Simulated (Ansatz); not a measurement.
# Geometry relaxation of CH$_{4}$BF

System: CH$_{4}$BF.
Method: RKS LDA/def2-SVP (Ansatz 0.2.0).

The input holds or restrains some coordinates. It belongs to a series of runs on one base structure; here: pulled along the bonds that form and break, towards end B. Figures and captions count atoms from 1; the log counts them from 0 in places.

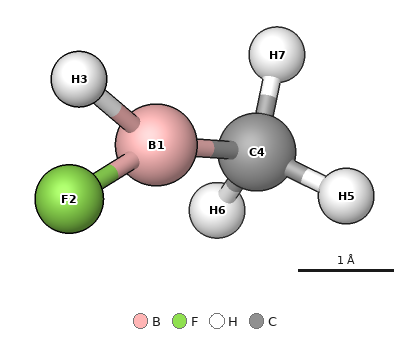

The input geometry (ball-and-stick view, seen at an oblique angle; atoms are numbered from 1 in the order of the input). Bond lengths as drawn: B–C 1.60 Å, B–F 1.52 Å, B–H 1.39 Å and C–H 1.11 Å.

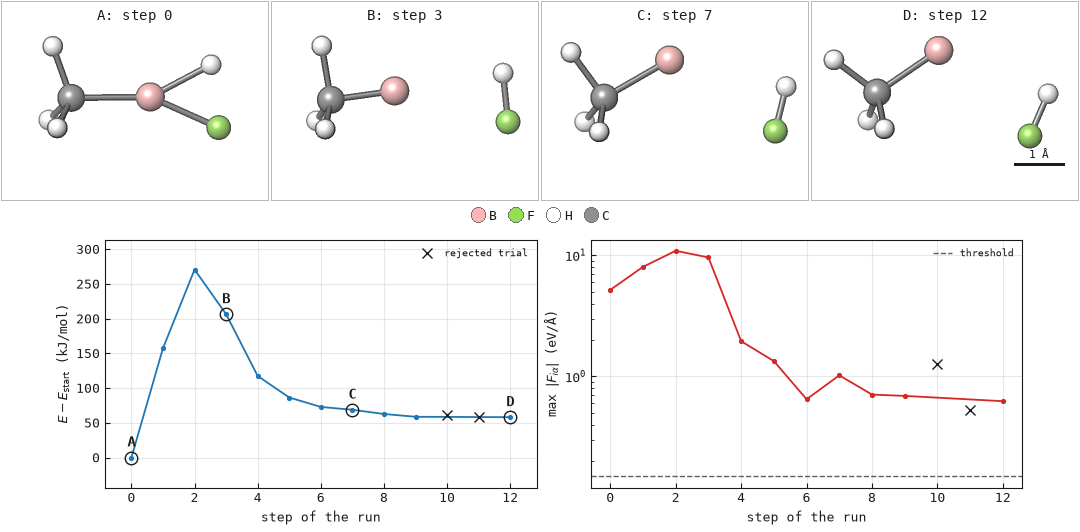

Frames of the restrained relaxation (ball-and-stick view, seen on its broad side) above the curves, on which the letters mark them (the first geometry is step 0 here and step 1 in the log).

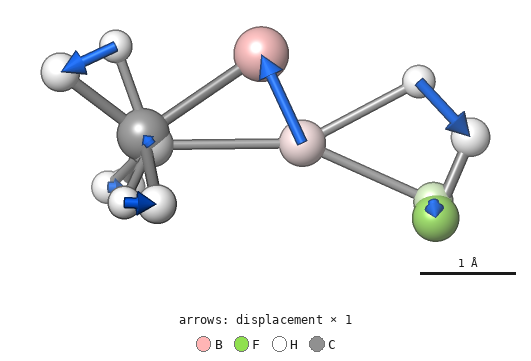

Start (faint) and end (solid) with the displacements as blue arrows, at true length (ball-and-stick view, seen on its broad side). The two geometries are laid on each other by the best rigid fit. B1 moves most after the best rigid fit: 1.03 Å. Largest moves by element: B 1.03 Å, H 0.80 Å, F 0.21 Å, C 0.14 Å. Among the contacts that change: B1–F2 1.520 → 2.520 Å, B1–H3 1.390 → 2.374 Å, F2–H3 1.278 → 0.939 Å, B1–C4 1.600 → 1.520 Å. New bonds form: F2–H3 (1.28 → 0.94 Å). Bonds break: B1–F2 (1.52 → 2.52 Å). Among the angles that change: B1–C4–H5 109.5° → 106.7°, B1–C4–H6 109.5° → 111.7°. The energy rises by 58.0 kJ/mol in 12 geometry steps. The largest force component goes from 5.2 to 0.63 eV/Å. The line search rejected the trial steps at points 10, 11 (counted from 0) and went back. (Atoms are counted from 1 in the order of the input.)

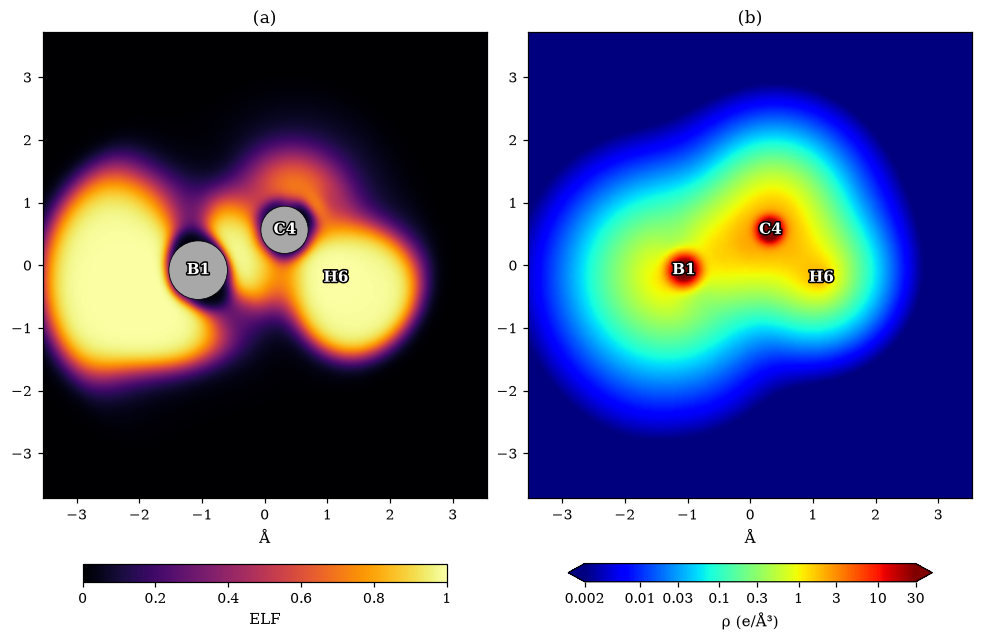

(a) electron localisation function; (b) total electron density on the plane of atoms B1, C4 and H6. Grey discs, where drawn, cover atomic cores. C–B (1.52 Å): ρ at the midpoint is about 1.6 e/Å³; the ELF peaks at about 1 between the atoms, which marks localised, shared-pair bonding.

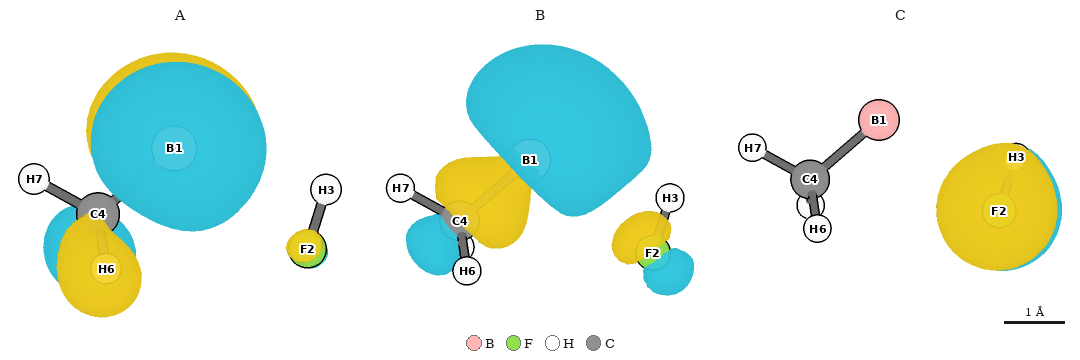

Three frontier orbitals at ±0.1 Å⁻³ᐟ² (yellow and cyan are the two phases). C is the HOMO−1 (−9.00 eV). B is the HOMO (−4.79 eV). It lies mainly on B1 (80 %) and C4 (10 %). A is the LUMO (−2.44 eV). It lies mainly on B1 (75 %) and C4 (10 %). The HOMO–LUMO gap is 2.35 eV between the orbital energies.

The input that produced these results follows, with the program's output.

## Input file
```yaml
crystal:
  periodic: [false, false, false]
  atoms:
    - { symbol: B, position_ang: [0.0, 0.0, 0.0] }
    - { symbol: F, position_ang: [0.8785, 0.0, 1.2404] }
    - { symbol: H, position_ang: [1.3883, 0.0, 0.0683] }
    - { symbol: C, position_ang: [-1.3856, 0.0, -0.8] }
    - { symbol: H, position_ang: [-1.9458, -0.9305, -0.5708] }
    - { symbol: H, position_ang: [-1.9898, 0.8797, -0.4946] }
    - { symbol: H, position_ang: [-1.1839, 0.0508, -1.8903] }
basis:
  gaussian: { orbitals: def2-SVP }
hamiltonian:
  xc: lda
relax:
  f_tol: 0.15
  max_steps: 25
  restrain:
    - { distance: [1, 2], at: 0.92, k: 30.0 }
    - { distance: [0, 1], at: 2.52, k: 30.0 }
    - { distance: [0, 2], at: 2.39, k: 30.0 }
output:
  orbitals: {}
```

Launched with:
```bash
ansatz run input.yaml --threads 1 --pin off --max-ram 2048MiB --backend cpu --events-out ev --progress --plain --runs-dir out
```

## The program's output
```
The last accepted step is kept in [file] (removed where the run ends without a failure and the disk answers)
Engine: ansatz 0.2.0, aarch64-unknown-linux-gnu
Functional definition: SPW92
  exchange = slater_x
  correlation = pw_c
692 factors; their error is unknown
mean field evaluation 1: about -4446.2171 eV, gradient 5.3e1 eV
mean field evaluation 2: about -4437.8939 eV, gradient 7.5e1 eV
mean field evaluation 4: about -4452.8573 eV, gradient 6.3e0 eV
mean field evaluation 8: about -4452.9349 eV, gradient 2.2e-1 eV
mean field evaluation 16: about -4452.9052 eV, gradient 7.1e-5 eV
mean field -4452.90520823 eV, -163.6412481148 hartree, gradient 1.4e-5 eV, S^2 0.000000; 0 other end points of the search recorded, 0 dependent functions left out
the calculation of the forces begins
reference -4452.90523590 eV, -163.6412491316 hartree; 12, 12 occupied and 50, 50 virtual orbitals, 692 factors
relax step   1: F+E_penalty+E_count = -4452.90520823 eV  Δ(F+E_penalty+E_count) = +0.000e0 eV  max|allowed force component| = 5.185e0 eV/Å  E_restraint = 31.92534720 eV  max|allowed force component, restraints' pulls added| = 4.252e1 eV/Å  Δτ_max = 0.0000 Å  (26 SCF iters, accepted)
  distance F 1 - H 2 = 1.2782 Å
  distance B 0 - F 1 = 1.5200 Å
  distance B 0 - H 2 = 1.3900 Å
these checks for a lower state are left out or cut short: starts, cluster_reference, orbital_swaps, neighbouring_geometries, increment
692 factors; their error is unknown
mean field -4451.27374288 eV, -163.5812928692 hartree, gradient 2.0e-5 eV, S^2 0.000000; 0 other end points of the search recorded, 0 dependent functions left out
[... from here on the field's lines of each further geometry are left out, up to the last ...]
relax step   2: F+E_penalty+E_count = -4451.27374288 eV  Δ(F+E_penalty+E_count) = +1.631e0 eV  max|allowed force component| = 8.029e0 eV/Å  E_restraint = 16.95833960 eV  max|allowed force component, restraints' pulls added| = 2.596e1 eV/Å  Δτ_max = 0.1951 Å  (33 SCF iters, accepted)
relax step   3: F+E_penalty+E_count = -4450.10050738 eV  Δ(F+E_penalty+E_count) = +1.173e0 eV  max|allowed force component| = 1.090e1 eV/Å  E_restraint = 6.36876231 eV  max|allowed force component, restraints' pulls added| = 1.382e1 eV/Å  Δτ_max = 0.1949 Å  (34 SCF iters, accepted)
relax step   4: F+E_penalty+E_count = -4450.76747976 eV  Δ(F+E_penalty+E_count) = -6.670e-1 eV  max|allowed force component| = 9.600e0 eV/Å  E_restraint = 0.79625621 eV  max|allowed force component, restraints' pulls added| = 7.348e0 eV/Å  Δτ_max = 0.1978 Å  (32 SCF iters, accepted)
relax step   5: F+E_penalty+E_count = -4451.68893706 eV  Δ(F+E_penalty+E_count) = -9.215e-1 eV  max|allowed force component| = 1.954e0 eV/Å  E_restraint = 0.01450994 eV  max|allowed force component, restraints' pulls added| = 2.161e0 eV/Å  Δτ_max = 0.1948 Å  (32 SCF iters, accepted)
relax step   6: F+E_penalty+E_count = -4452.00975381 eV  Δ(F+E_penalty+E_count) = -3.208e-1 eV  max|allowed force component| = 1.339e0 eV/Å  E_restraint = 0.01395477 eV  max|allowed force component, restraints' pulls added| = 1.287e0 eV/Å  Δτ_max = 0.1375 Å  (28 SCF iters, accepted)
relax step   7: F+E_penalty+E_count = -4452.15044717 eV  Δ(F+E_penalty+E_count) = -1.407e-1 eV  max|allowed force component| = 6.487e-1 eV/Å  E_restraint = 0.01391479 eV  max|allowed force component, restraints' pulls added| = 3.394e-1 eV/Å  Δτ_max = 0.2000 Å  (32 SCF iters, accepted)
relax step   8: F+E_penalty+E_count = -4452.19301973 eV  Δ(F+E_penalty+E_count) = -4.257e-2 eV  max|allowed force component| = 1.022e0 eV/Å  E_restraint = 0.04375523 eV  max|allowed force component, restraints' pulls added| = 2.028e0 eV/Å  Δτ_max = 0.1953 Å  (26 SCF iters, accepted)
relax step   9: F+E_penalty+E_count = -4452.25544108 eV  Δ(F+E_penalty+E_count) = -6.242e-2 eV  max|allowed force component| = 7.087e-1 eV/Å  E_restraint = 0.00701050 eV  max|allowed force component, restraints' pulls added| = 7.974e-1 eV/Å  Δτ_max = 0.1996 Å  (33 SCF iters, accepted)
relax step  10: F+E_penalty+E_count = -4452.29731795 eV  Δ(F+E_penalty+E_count) = -4.188e-2 eV  max|allowed force component| = 6.913e-1 eV/Å  E_restraint = 0.00760925 eV  max|allowed force component, restraints' pulls added| = 1.226e-1 eV/Å  Δτ_max = 0.1663 Å  (33 SCF iters, accepted)
relax step  11: F+E_penalty+E_count = -4452.27338796 eV  Δ(F+E_penalty+E_count) = +2.393e-2 eV  max|allowed force component| = 1.257e0 eV/Å  E_restraint = 0.04938312 eV  max|allowed force component, restraints' pulls added| = 2.547e0 eV/Å  Δτ_max = 0.1739 Å  (33 SCF iters, rejected (line search))
relax step  12: F+E_penalty+E_count = -4452.30199178 eV  Δ(F+E_penalty+E_count) = -4.674e-3 eV  max|allowed force component| = 5.258e-1 eV/Å  E_restraint = 0.02091353 eV  max|allowed force component, restraints' pulls added| = 1.061e0 eV/Å  Δτ_max = 0.0856 Å  (28 SCF iters, rejected (line search))
the calculation of the forces begins
reference -4452.30371492 eV, -163.6191436434 hartree; 12, 12 occupied and 50, 50 virtual orbitals, 692 factors
relax step  13: F+E_penalty+E_count = -4452.30368635 eV  Δ(F+E_penalty+E_count) = -6.368e-3 eV  max|allowed force component| = 6.252e-1 eV/Å  E_restraint = 0.00969552 eV  max|allowed force component, restraints' pulls added| = 1.004e-1 eV/Å  Δτ_max = 0.0417 Å  (27 SCF iters, accepted)
  distance F 1 - H 2 = 0.9394 Å
  distance B 0 - F 1 = 2.5196 Å
  distance B 0 - H 2 = 2.3735 Å
692 factors; their error is unknown
mean field evaluation 128: about -4452.3037 eV, gradient 6.9e-5 eV
mean field -4452.30368635 eV, -163.6191425936 hartree, gradient 9.1e-6 eV, S^2 0.000000; 1 other end points of the search recorded, 0 dependent functions left out
the calculation of the forces begins
reference -4452.30371492 eV, -163.6191436434 hartree; 12, 12 occupied and 50, 50 virtual orbitals, 692 factors
Total energy: -4452.30371492 eV, -163.6191436434 hartree
Atom 0 at     0.082392    -0.149061    -1.045318 Å, force     0.290825     0.052067     0.343427 eV/Å
Atom 1 at     0.870347     0.117571     1.332987 Å, force    -0.378617     0.072228     0.247204 eV/Å
Atom 2 at     1.606414    -0.040017     0.771038 Å, force     0.039974    -0.095477    -0.625164 eV/Å
Atom 3 at    -1.423173     0.008185    -0.904135 Å, force     0.056310    -0.034369     0.029443 eV/Å
Atom 4 at    -1.800842    -0.929112    -0.427438 Å, force    -0.021175     0.025549     0.029083 eV/Å
Atom 5 at    -1.687659     0.880436    -0.262808 Å, force     0.021021    -0.031020     0.002669 eV/Å
Atom 6 at    -1.885779     0.111998    -1.911326 Å, force    -0.008338     0.011023    -0.026664 eV/Å
Dipole moment:    -0.369779     0.024337    -0.030276 e Å
```

## Trajectory as extended XYZ (Å, eV, eV/Å), 13 frames, from step=1 to step=13
```
7
Properties=species:S:1:pos:R:3:forces:R:3 step=1 energy=-4452.90521
B     0.0000    0.0000    0.0000    4.7844  -0.0160  -1.4754
F     0.8785    0.0000    1.2404   -4.4027   0.0002   4.4028
H     1.3883    0.0000    0.0683   -0.9351  -0.0015  -5.1853
C    -1.3856    0.0000   -0.8000    0.8666   0.0509   2.0661
H    -1.9458   -0.9305   -0.5708   -0.2691  -0.0318   0.0120
H    -1.9898    0.8797   -0.4946   -0.3187   0.0095  -0.0046
H    -1.1839    0.0508   -1.8903    0.2747  -0.0112   0.1844
7
Properties=species:S:1:pos:R:3:forces:R:3 step=2 energy=-4451.27374
B    -0.1630   -0.0002   -0.1073    8.0288  -0.0226  -0.3483
F     0.9586    0.0000    1.2865   -2.1544   0.0017   1.4726
H     1.5278    0.0000    0.1371   -2.5985  -0.0029  -1.6539
C    -1.4240    0.0004   -0.8085   -2.0973   0.0370   0.4581
H    -1.9547   -0.9348   -0.5707   -0.5886  -0.3441  -0.0109
H    -1.9998    0.8839   -0.4943   -0.6782   0.3380   0.0027
H    -1.1832    0.0507   -1.8899    0.0882  -0.0070   0.0796
7
Properties=species:S:1:pos:R:3:forces:R:3 step=3 energy=-4450.10051
B    -0.3016   -0.0005   -0.2443   10.8977  -0.0260   1.8683
F     1.0901    0.0000    1.3234    1.8335   0.0041  -1.1563
H     1.6106    0.0000    0.2524   -3.0815  -0.0028   2.3952
C    -1.4744    0.0007   -0.8226   -8.0683   0.0163  -3.0460
H    -1.9651   -0.9418   -0.5708   -0.7171  -0.6404   0.0105
H    -2.0114    0.8909   -0.4939   -0.8098   0.6452   0.0649
H    -1.1866    0.0507   -1.8913   -0.0545   0.0036  -0.1364
7
Properties=species:S:1:pos:R:3:forces:R:3 step=4 energy=-4450.76748
B    -0.3827   -0.0011   -0.3701    9.6001  -0.0236   2.3187
F     1.2775    0.0002    1.3341    1.5163   0.0034  -0.3280
H     1.6873    0.0000    0.4347   -1.5919  -0.0021   1.2448
C    -1.5880    0.0008   -0.8711   -7.3481   0.0065  -2.7116
H    -1.9916   -0.9595   -0.5737   -0.9234  -0.8638  -0.0091
H    -2.0394    0.9085   -0.4950   -1.0086   0.8615   0.0741
H    -1.2013    0.0511   -1.9059   -0.2444   0.0182  -0.5888
7
Properties=species:S:1:pos:R:3:forces:R:3 step=5 energy=-4451.68894
B    -0.3074   -0.0022   -0.4854    1.9544  -0.0086  -0.0804
F     1.4017    0.0006    1.4043   -0.0660   0.0044   1.6736
H     1.8174    0.0001    0.5797   -0.1681  -0.0035  -1.2748
C    -1.7034    0.0008   -0.9140    0.4130   0.0063   0.5229
H    -2.0556   -0.9851   -0.5828   -0.7582  -0.3186  -0.1603
H    -2.1034    0.9344   -0.4999   -0.7800   0.3077  -0.1295
H    -1.2877    0.0514   -1.9489   -0.5951   0.0125  -0.5516
7
Properties=species:S:1:pos:R:3:forces:R:3 step=6 energy=-4452.00975
B    -0.1958   -0.0650   -0.5356    1.2157  -0.1255  -0.1048
F     1.4194    0.0704    1.4266   -0.1560   0.1525   1.3392
H     1.8756   -0.0300    0.6247   -0.1848  -0.1104  -1.0900
C    -1.6421   -0.0031   -0.8643   -0.2517   0.1700   0.5888
H    -2.1600   -0.9597   -0.6502   -0.1743  -0.0402  -0.0903
H    -2.1702    0.9082   -0.5089   -0.1107  -0.0634  -0.0882
H    -1.3651    0.0793   -1.9394   -0.3382   0.0169  -0.5547
7
Properties=species:S:1:pos:R:3:forces:R:3 step=7 energy=-4452.15045
B    -0.0675   -0.1002   -0.6849    0.3983  -0.0622  -0.0436
F     1.3113    0.0829    1.4387   -0.1382   0.0951   0.6402
H     1.8676   -0.0207    0.6896   -0.3053  -0.0753  -0.6487
C    -1.5732    0.0052   -0.8365    0.0232  -0.0215  -0.3394
H    -2.1262   -0.9395   -0.6438    0.0011  -0.0320   0.3307
H    -2.0926    0.9095   -0.4502    0.0342  -0.0815   0.1097
H    -1.5576    0.0628   -1.9599   -0.0133   0.1773  -0.0490
7
Properties=species:S:1:pos:R:3:forces:R:3 step=8 energy=-4452.19302
B     0.0115   -0.1159   -0.8628   -0.0732   0.0330   0.2897
F     1.1743    0.0934    1.4178   -0.6491   0.1446   0.8014
H     1.8052   -0.0265    0.7476    0.2507  -0.1474  -1.0216
C    -1.5182    0.0047   -0.8513    0.0063  -0.1278  -0.7492
H    -2.0481   -0.9351   -0.5399    0.2439   0.1900   0.0427
H    -1.9923    0.8959   -0.3732    0.2050  -0.1082   0.0042
H    -1.6707    0.0836   -1.9853    0.0163   0.0158   0.6328
7
Properties=species:S:1:pos:R:3:forces:R:3 step=9 energy=-4452.25544
B     0.0393   -0.1162   -0.9646    0.5467  -0.0976   0.3609
F     1.0272    0.2078    1.3463   -0.4254   0.1586   0.3983
H     1.6854   -0.1281    0.7714    0.0638  -0.1337  -0.7087
C    -1.4632    0.0006   -0.8623   -0.3642   0.0832  -0.4412
H    -1.9220   -0.9512   -0.5009    0.0879   0.0531   0.0673
H    -1.8509    0.8732   -0.2879    0.0813  -0.0691   0.0151
H    -1.7540    0.1139   -1.9492    0.0098   0.0054   0.3082
7
Properties=species:S:1:pos:R:3:forces:R:3 step=10 energy=-4452.29732
B     0.0727   -0.1556   -1.0204    0.2735   0.0770   0.3167
F     0.9037    0.0964    1.3464   -0.4515   0.0825   0.3332
H     1.6317   -0.0177    0.7669    0.0975  -0.1116  -0.6913
C    -1.4353    0.0097   -0.9003    0.1226  -0.0630  -0.0121
H    -1.8276   -0.9291   -0.4410   -0.0376   0.0223   0.0687
H    -1.7176    0.8877   -0.2768    0.0116  -0.0294   0.0380
H    -1.8659    0.1086   -1.9218   -0.0161   0.0223  -0.0531
7
Properties=species:S:1:pos:R:3:forces:R:3 step=11 energy=-4452.27339 accepted=F
B     0.1163   -0.1241   -1.1221    0.0735   0.0040   0.4702
F     0.7756    0.2031    1.2972    0.9586  -0.5036  -0.7186
H     1.5416   -0.1333    0.7934   -1.2571   0.5011   0.2654
C    -1.3901    0.0090   -0.9133   -0.0349   0.0177  -0.0845
H    -1.7113   -0.9350   -0.3993    0.0313   0.0901  -0.0646
H    -1.6146    0.8630   -0.2270    0.0560  -0.0740  -0.0867
H    -1.9558    0.1174   -1.8758    0.1726  -0.0353   0.2188
7
Properties=species:S:1:pos:R:3:forces:R:3 step=12 energy=-4452.30199 accepted=F
B     0.0977   -0.1568   -1.0693    0.0671   0.1339   0.3718
F     0.8279    0.0576    1.3376    0.1904   0.0150  -0.2105
H     1.5923    0.0117    0.7688   -0.5258  -0.0587  -0.1967
C    -1.4138    0.0125   -0.9149    0.2535  -0.1906   0.0890
H    -1.7712   -0.9163   -0.4004   -0.0102   0.0824  -0.0088
H    -1.6483    0.8899   -0.2701    0.0153   0.0027   0.0143
H    -1.9229    0.1014   -1.8988    0.0096   0.0153  -0.0591
7
Properties=species:S:1:pos:R:3:forces:R:3 step=13 energy=-4452.30369
B     0.0824   -0.1491   -1.0453    0.2908   0.0521   0.3434
F     0.8703    0.1176    1.3330   -0.3786   0.0722   0.2472
H     1.6064   -0.0400    0.7710    0.0400  -0.0955  -0.6252
C    -1.4232    0.0082   -0.9041    0.0563  -0.0344   0.0294
H    -1.8008   -0.9291   -0.4274   -0.0212   0.0255   0.0291
H    -1.6877    0.8804   -0.2628    0.0210  -0.0310   0.0027
H    -1.8858    0.1120   -1.9113   -0.0083   0.0110  -0.0267
```

## Summary

| quantity | value |
| --- | --- |
| outcome | converged under the restraints of the input |
| total energy | −4452.3037 eV |
| mean-field energy | −4452.3037 eV |
| largest force (length of the vector) at the end, held atoms and coordinates included | 0.634 eV/Å |
| hardware | 1 thread of Arm Neoverse V2, 24 GiB of memory available, shared host |
| wall time | 10 s |
| peak memory | 0.12 GiB |
